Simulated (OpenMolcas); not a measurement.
# A workflow on CH7GaSi (SMILES [CH3][GaH][SiH3])

We compute the energy (HF/ANO-R0), then the energy (CASSCF(2,2)/ANO-R1), then an energy scan (CASPT2(2,2)/ANO-R1), then an energy scan (SC-NEVPT2(2,2)/ANO-R1), then an energy scan (MC-PDFT[tPBE](2,2)/ANO-R1) of CH7GaSi. 

The results are computed with OpenMolcas 26.06.

### 1 The structure to begin with

CH7GaSi: 10 atoms, total charge 0, spin state singlet. SMILES: `[CH3][GaH][SiH3]`. Geometry: relaxed at PBE0-D4/def2-TZVP.

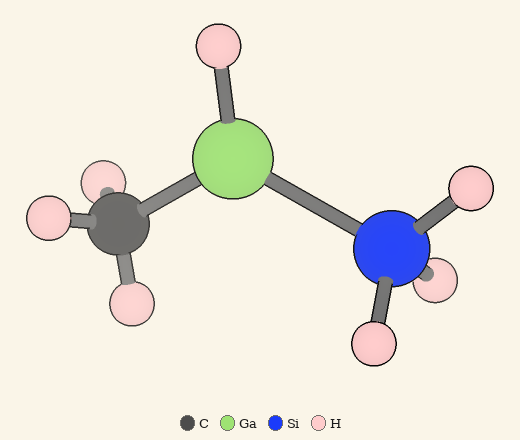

Viewed from a chosen angle; carbon dark grey, gallium green, silicon blue, hydrogen pink.

### 2 A single-point energy at HF/ANO-R0 (sfX2C) (run 1)

File coord.xyz:

```xyz
10

C     -1.123300     1.394100    -0.619200
Ga     0.561500     0.659300     0.093300
Si     0.786700    -1.705300     0.550700
H     -1.924300     0.656600    -0.670400
H     -0.947000     1.785400    -1.626000
H     -1.454200     2.236500    -0.005700
H      1.759600     1.654600     0.346000
H      0.531000    -2.496200    -0.688800
H      2.125000    -2.100900     1.069700
H     -0.231700    -2.135100     1.553300
```

File step1.input:

```
&GATEWAY
 Coord=coord.xyz
 Basis=ANO-R0
 Group=NoSym

&SEWARD

&SCF
 PrOrbitals=0

&LOCALISATION
 Occupied
 Freeze
 Pipek-Mezey

&LOCALISATION
 FileOrb=$Project.LocOrb
 Virtual
 Pipek-Mezey
```

Launch:

```console
export MOLCAS_MEM=1860
pymolcas step1.input > step1.log
```

Log:

```text
--- Start Module: gateway ---
[...]
--- Stop Module: gateway /rc=_RC_ALL_IS_WELL_ ---
[...]
      Basis functions           39
[...]
       Convergence after   9 Iterations
[...]
::    Total SCF energy                              -2273.1081018604
[...]
      Total spin, S                                     0.0000000000
[...]
      Total electronic charge=   58.000000
      Total            charge=   -0.000000
[...]
      Dipole Moment (debye):
      Origin of the operator (angstrom)=    0.4061    0.1213    0.1241
                   X= -1.5419E+00               Y=  1.0965E+00               Z= -6.9664E-01           Total=  2.0162E+00
      Quadrupole Moment (debye*angstrom):
[...]
--- Start Module: localisation ---
[...]
--- Stop Module: localisation /rc=_RC_ALL_IS_WELL_ ---
--- Start Module: localisation ---
[...]
--- Stop Module: localisation /rc=_RC_ALL_IS_WELL_ ---
[...]
```

Run time: 4.5 s. Hardware: 1 thread of Arm Neoverse V1, shared host; peak memory 0.41 GiB.

### 3 A single-point energy at CASSCF(2,2)/ANO-R1 (sfX2C, RICD fitting) (run 2)

coord.xyz is that of step 2.

File step2.inp:

```
* CH7GaSi CASSCF
>>> EXPORT MOLCAS_PRINT=2

&gateway
  coord=coord.xyz
  basis=ANO-R0
  group=NoSym

&seward

&rasscf
  fileorb=$CurrDir/step1.LocOrb
  alter=2
  1 23 29
  1 30 36
  spin=1
  nactel=2 0 0
  inactive=28
  ras2=2
  orblisting=Nothing
>>> COPY $Project.RunFile RUNFIL1
>>> COPY $Project.RasOrb INPORB

&gateway
  coord=coord.xyz
  basis=ANO-R1
  group=NoSym
  ricd

&seward
>>> COPY $Project.RunFile RUNFIL2

&expbas

&rasscf
  fileorb=$Project.ExpOrb
  spin=1
  nactel=2 0 0
  inactive=28
  ras2=2
  orblisting=Nothing
```

Launch:

```console
export MOLCAS_MEM=1860
pymolcas step2.inp > step2.log
```

Log:

```text
--- Start Module: gateway ---
[...]
      Basis functions           39
[...]
      Number of active orbitals                  2
[...]
      Spin quantum number                      0.0
[...]
      Active orbitals                            2
[...]
      Number of CSFs                             3
[...]
      Number of root(s) required                 1
[...]
      Convergence after  9 iterations
[...]
      printout of CI-coefficients larger than  0.05 for root  1
      energy=   -2273.115158
      conf/sym  11     Coeff  Weight
             1  20   0.99566 0.99133
             3  02  -0.09311 0.00867
      Natural orbitals and occupation numbers for root  1
      sym 1:   1.982659   0.017341
      ************************************************************************************************************************
      *                                                    Final results                                                     *
[...]
::    RASSCF root number  1 Total energy:  -2273.11515822
[...]
      Basis functions          106
[...]
      Convergence after 15 iterations
[...]
      Natural orbitals and occupation numbers for root  1
      sym 1:   1.977053   0.022947
      ************************************************************************************************************************
      *                                                    Final results                                                     *
[...]
::    RASSCF root number  1 Total energy:  -2273.75886390
[...]
      Total electronic charge=   58.000000
      Total            charge=   -0.000000
[...]
      Dipole Moment (debye):
      Origin of the operator (angstrom)=    0.4061    0.1213    0.1241
                   X= -4.2610E-01               Y=  6.4554E-01               Z= -2.5033E-01           Total=  8.1299E-01
      Quadrupole Moment (debye*angstrom):
[...]
```

It took 20 s on 1 thread of Arm Neoverse V1, shared host; peak memory 0.41 GiB.

### 4 An energy scan at CASPT2(2,2)/ANO-R1 (sfX2C, RICD fitting, ipea shift 0.25 Eh, pt2 variant SS) (run 3)

File step3.input:

```
>>> COPY $CurrDir/step2.RasOrb $Project.RasOrb
>>> ForEach K in (1, 2, 3, 4, 5, 6, 7, 8, 9)

&GATEWAY
 Coord=$CurrDir/point$K.xyz
 Basis=ANO-R1
 Group=NoSym
 RICD

&SEWARD

&RASSCF
 FileOrb=$Project.RasOrb
 Spin=1
 Nactel=2 0 0
 Inactive=28
 Ras2=2
 OrbListing=Nothing

&CASPT2
 Imaginary=0.2
 Frozen=15
>>> EndDo
```

Launch:

```console
export MOLCAS_MEM=1860
pymolcas step3.input > step3.log
```

Log:

```text
[...]
      Basis functions          106
[...]
      Number of active orbitals                  2
[...]
      Spin quantum number                      0.0
[...]
      Active orbitals                            2
[...]
      Number of CSFs                             3
[...]
      Number of root(s) required                 1
[...]
      Convergence after 12 iterations
[...]
      printout of CI-coefficients larger than  0.05 for root  1
      energy=   -2273.749730
      conf/sym  11     Coeff  Weight
             1  20   0.99570 0.99142
             3  02  -0.09264 0.00858
      Natural orbitals and occupation numbers for root  1
      sym 1:   1.982834   0.017166
      ************************************************************************************************************************
      *                                                    Final results                                                     *
[...]
::    RASSCF root number  1 Total energy:  -2273.74973011
[...]
::    CASPT2 Root  1     Total energy:  -2274.46594739
[...]
      Convergence after 11 iterations
[...]
      Natural orbitals and occupation numbers for root  1
      sym 1:   1.977051   0.022949
      ************************************************************************************************************************
      *                                                    Final results                                                     *
[...]
      Convergence after 11 iterations
[...]
      Convergence after 12 iterations
[...]
      Convergence after 11 iterations
[...]
::    RASSCF root number  1 Total energy:  -2273.64485136
[...]
::    CASPT2 Root  1     Total energy:  -2274.34749028
[...]
      Convergence after 10 iterations
[...]
::    RASSCF root number  1 Total energy:  -2273.63979100
[...]
      Reference weight:           0.85183
[...]
::    CASPT2 Root  1     Total energy:  -2274.34228765
[...]
```

Run time: 2.4 min. Hardware: 1 thread of Arm Neoverse V1, shared host; peak memory 0.15 GiB.

The scan, from its lowest point:

| H7–Ga2 (Å) | energy (kJ/mol) |
| --- | --- |
| 1.420 | 15.4 |
| 1.578 | 0.0 |
| 1.736 | 16.9 |
| 1.972 | 67.6 |
| 2.288 | 144.8 |
| 2.683 | 226.0 |
| 3.156 | 289.0 |
| 3.787 | 326.4 |
| 4.734 | 340.1 |

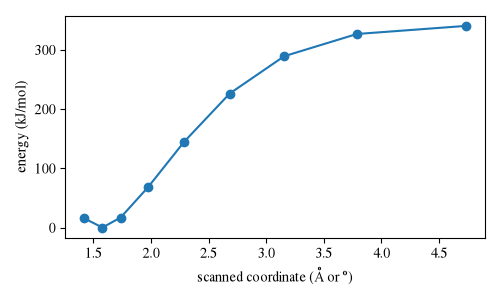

Energy along the scan.

### 5 An energy scan at SC-NEVPT2(2,2)/ANO-R1 (sfX2C, RICD fitting, pt2 variant SC-NEVPT2) (run 4)

File step4.input:

```
* CH7GaSi NEVPT2
>>> COPY $CurrDir/step2.RasOrb $Project.RasOrb
>>> ForEach K in (1, 2, 3, 4, 5, 6, 7, 8, 9)

&GATEWAY
 Coord=$CurrDir/point$K.xyz
 Basis=ANO-R1
 Group=NoSym
 RICD

&SEWARD

&RASSCF
 FileOrb=$Project.RasOrb
 Spin=1
 Nactel=2 0 0
 Inactive=28
 Ras2=2
 OrbListing=Nothing

&CASPT2
 SC-NEVPT2
 Frozen=15
>>> EndDo
```

Launch:

```console
export MOLCAS_MEM=1860
pymolcas step4.input > step4.log
```

Log:

```text
--- Start Module: gateway ---
[...]
      Basis functions          106
[...]
      Number of active orbitals                  2
[...]
      Spin quantum number                      0.0
[...]
      Active orbitals                            2
[...]
      Number of CSFs                             3
[...]
      Number of root(s) required                 1
[...]
      Convergence after 12 iterations
[...]
      printout of CI-coefficients larger than  0.05 for root  1
      energy=   -2273.749730
      conf/sym  11     Coeff  Weight
             1  20   0.99570 0.99142
             3  02  -0.09264 0.00858
      Natural orbitals and occupation numbers for root  1
      sym 1:   1.982834   0.017166
      ************************************************************************************************************************
      *                                                    Final results                                                     *
[...]
::    RASSCF root number  1 Total energy:  -2273.74973011
[...]
::    SC-NEVPT2 Root  1     Total energy:  -2274.46037120
[...]
      Convergence after 11 iterations
[...]
      Natural orbitals and occupation numbers for root  1
      sym 1:   1.977051   0.022949
      ************************************************************************************************************************
      *                                                    Final results                                                     *
[...]
      Convergence after 11 iterations
[...]
      Convergence after 12 iterations
[...]
      Convergence after 11 iterations
[...]
::    RASSCF root number  1 Total energy:  -2273.64485136
[...]
::    SC-NEVPT2 Root  1     Total energy:  -2274.34651034
[...]
      Convergence after 10 iterations
[...]
::    RASSCF root number  1 Total energy:  -2273.63979100
[...]
::    SC-NEVPT2 Root  1     Total energy:  -2274.34171241
[...]
```

Run time: 2.3 min. Hardware: 1 thread of Arm Neoverse V1, shared host; peak memory 0.15 GiB.

The scan, from its lowest point:

| H7–Ga2 (Å) | energy (kJ/mol) |
| --- | --- |
| 1.420 | 17.2 |
| 1.578 | 0.0 |
| 1.736 | 15.4 |
| 1.972 | 64.2 |
| 2.288 | 139.7 |
| 2.683 | 219.3 |
| 3.156 | 280.5 |
| 3.787 | 316.2 |
| 4.734 | 328.8 |

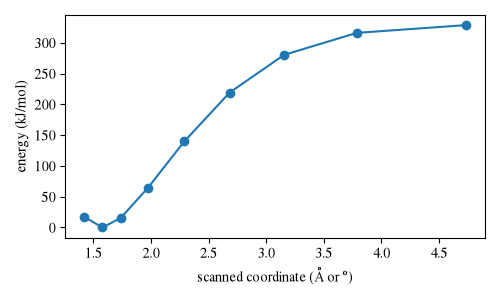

Energy along the scan.

### 6 The energy along one coordinate at MC-PDFT[tPBE](2,2)/ANO-R1 (sfX2C, RICD fitting) (run 5)

File step5.inp:

```
* CH7GaSi MC-PDFT
>>> COPY $CurrDir/step2.RasOrb $Project.RasOrb
>>> ForEach K in (1, 2, 3, 4, 5, 6, 7, 8, 9)

&gateway
 coord=$CurrDir/point$K.xyz
 basis=ANO-R1
 group=NoSym
 ricd

&seward

&rasscf
 fileorb=$Project.RasOrb
 spin=1
 nactel=2 0 0
 inactive=28
 ras2=2
 orblisting=Nothing

&mcpdft
 ksdft=T:PBE
>>> EndDo
```

Launch:

```console
export MOLCAS_MEM=1860
pymolcas step5.inp > step5.log
```

Log:

```text
--- Start Module: gateway ---
[...]
      Basis functions          106
[...]
      Number of active orbitals                  2
[...]
      Spin quantum number                      0.0
[...]
      Active orbitals                            2
[...]
      Number of CSFs                             3
[...]
      Number of root(s) required                 1
[...]
      Convergence after 12 iterations
[...]
      printout of CI-coefficients larger than  0.05 for root  1
      energy=   -2273.749730
      conf/sym  11     Coeff  Weight
             1  20   0.99570 0.99142
             3  02  -0.09264 0.00858
      Natural orbitals and occupation numbers for root  1
      sym 1:   1.982834   0.017166
      ************************************************************************************************************************
      *                                                    Final results                                                     *
[...]
::    RASSCF root number  1 Total energy:  -2273.74973011
[...]
::    MCPDFT root number  1 Total energy:  -2275.81905162
[...]
      Convergence after 11 iterations
[...]
      Natural orbitals and occupation numbers for root  1
      sym 1:   1.977051   0.022949
      ************************************************************************************************************************
      *                                                    Final results                                                     *
[...]
      Convergence after 11 iterations
[...]
      Convergence after 12 iterations
[...]
      Convergence after 11 iterations
[...]
::    RASSCF root number  1 Total energy:  -2273.64485136
[...]
::    MCPDFT root number  1 Total energy:  -2275.70150904
[...]
      Convergence after 10 iterations
[...]
::    RASSCF root number  1 Total energy:  -2273.63979100
[...]
::    MCPDFT root number  1 Total energy:  -2275.69670499
[...]
```

Run time: 2.5 min. Hardware: 1 thread of Arm Neoverse V1, shared host; peak memory 0.15 GiB.

The scan, from its lowest point:

| H7–Ga2 (Å) | energy (kJ/mol) |
| --- | --- |
| 1.420 | 17.8 |
| 1.578 | 0.0 |
| 1.736 | 14.4 |
| 1.972 | 61.7 |
| 2.288 | 136.1 |
| 2.683 | 217.3 |
| 3.156 | 284.1 |
| 3.787 | 326.4 |
| 4.734 | 339.0 |

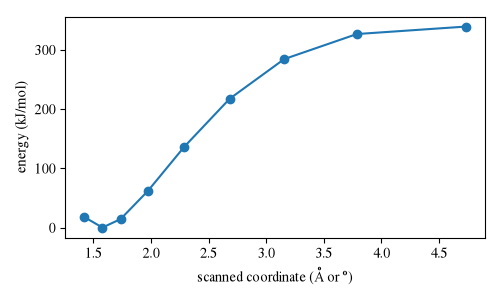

Energy along the scan.

### 7 What came out

```
                                                   quantity           value
                             run 1, HF/ANO-R0: total energy  -2273.10810 Eh
                            run 1, HF/ANO-R0: dipole moment          2.02 D
                              run 1, HF/ANO-R0: HOMO energy       -11.77 eV
                              run 1, HF/ANO-R0: LUMO energy        -0.59 eV
                            run 1, HF/ANO-R0: HOMO–LUMO gap        11.18 eV
                    run 2, CASSCF(2,2)/ANO-R1: total energy  -2273.75886 Eh
  run 2, CASSCF(2,2)/ANO-R1: dipole moment (CASSCF density)          0.81 D
       run 3, CASPT2(2,2)/ANO-R1: lowest energy of the scan  -2274.47183 Eh
    run 4, SC-NEVPT2(2,2)/ANO-R1: lowest energy of the scan  -2274.46694 Eh
run 5, MC-PDFT[tPBE](2,2)/ANO-R1: lowest energy of the scan  -2275.82583 Eh
```
